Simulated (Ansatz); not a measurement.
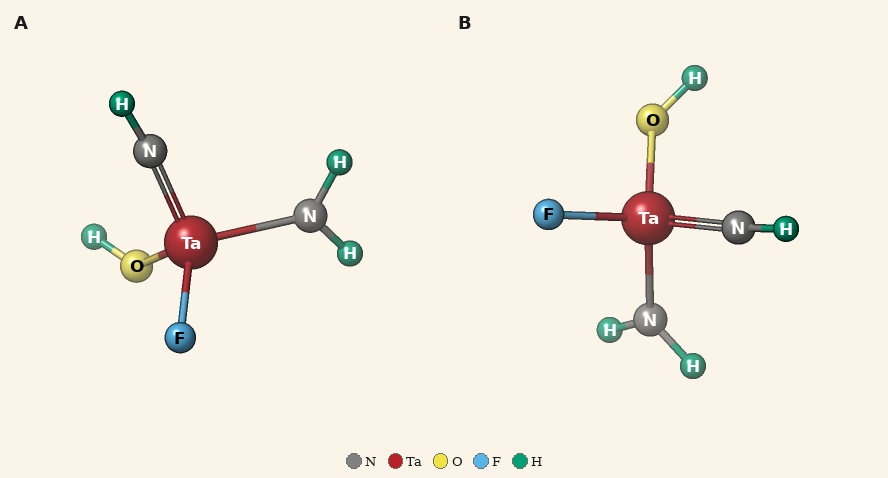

Depth is shown by fading: the farther an atom, the more it takes the colour of the background. The species is neutral and a spin singlet. The computed structure is the end point of a PBE0-D4/def2-TZVP optimisation.

Are A and B the same structure? If not, how do they differ?

Yes. They are the same structure, FH4N2OTa ([NH]=[Ta@]([NH2])([OH])[F]), seen from two directions: a rotation takes one into the other. The geometry is chiral (C1), so its mirror image would differ.
